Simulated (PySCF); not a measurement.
System: C$_{3}$H$_{9}$Cl$_{3}$Si$_{2}$ (SMILES C[Si](C)(C)[Si](Cl)(Cl)Cl).

Input file:

```
{"job": {"xc": "B97-2", "basis": "pcSseg-1", "solvent": "chloroform", "kind": "nmr", "pop": true}, "charge": 0, "multiplicity": 1}
C     -1.351293     1.371600    -0.454187
Si    -0.131294    -0.057350    -0.122842
C      0.723155    -0.576425    -1.747786
C     -1.057676    -1.544816     0.632076
Si     1.500822     0.670836     1.396425
Cl     2.875672    -0.768006     1.840292
Cl     0.718470     1.256905     3.185801
Cl     2.572322     2.265611     0.713606
H     -0.843567     2.235667    -0.872896
H     -2.127343     1.077294    -1.154708
H     -1.841661     1.692597     0.460241
H      1.267089     0.252870    -2.190588
H      0.002767    -0.923933    -2.482530
H      1.433670    -1.380819    -1.581044
H     -0.380075    -2.367920     0.839983
H     -1.827049    -1.916175    -0.038682
H     -1.541008    -1.275904     1.566929
```

Command:

```sh
OMP_NUM_THREADS=1 python ens_run.py task.json out
```

Geometry: GFN2-xTB.

Computed with B97-2/pcSseg-1, SCF density, in a chloroform solvent model, non-relativistic (PySCF 2.14.0).

Question: What will maps of the electron density and electron localisation function show?

Answer: C–Si (1.91 Å): the density is about 0.91 e/Å³ at the midpoint; the ELF peaks at about 0.95 between the atoms: a shared electron pair.
Si–Cl (2.04 Å): ρ is about 0.94 e/Å³ halfway; the ELF peaks at about 0.90 between the atoms (a polar covalent bond).
Si–Si (2.35 Å): ρ is about 0.67 e/Å³ halfway; the ELF peaks at about 1 between the atoms (a shared electron pair).
C–H (1.09 Å): the density is about 1.9 e/Å³ at the midpoint; the ELF climbs to about 1 towards the hydrogen, as it does in any bond to H; an ordinary covalent bond to hydrogen.

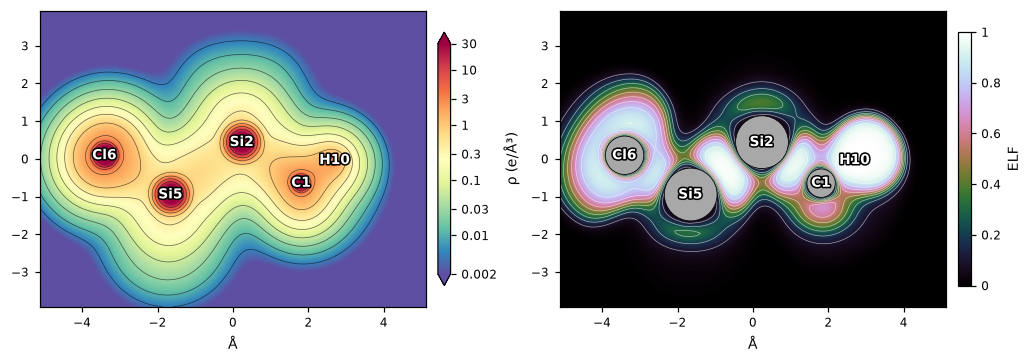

Computed electron density and electron localisation function on the plane of atoms Si2, Si5 and Cl6, in this order. Grey discs cover the atomic cores in the ELF map. 
